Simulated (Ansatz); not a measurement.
Computed with PBE (plane waves to 420 eV, PAW; Ansatz, a first-principles code).

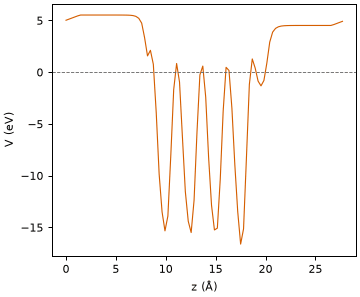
Fig. 1. Planar average of the electrostatic potential across the slab, in eV from the Fermi level, for a constructed model of the (000-1) surface of 4H silicon carbide, C-terminated, (√3x√3)R30° Au adatom at T4 (bottom of the slab: 3 H on 3 bottom sites)

Slab: 28 atoms, 11.6 Å thick at the start with caps and adatoms (thin: gaps and levels are the slab's own); k 6x6x1, smearing 0.025 eV, dipole-corrected; 6 atoms held, the rest relaxed; symmetry of the start imposed; no spin (no spin-polarised run to compare, though such a face may carry moments), no spin-orbit, no U. The slab shows no gap on its mesh. In PBE it lies 0.02 eV a 1x1 cell over the lowest computed structure of the same composition ((√3x√3)R30° Au adatom at H3).

Task: The surface cell has an area of 24.87 Å². What dipole along the normal does the step between the two vacuum levels imply?

Result: the top vacuum level lies 1.01 eV below the bottom one; p = −ε₀ A ΔV (ε₀ = 0.005526 e/(V·Å)) gives 0.14 e·Å a cell.
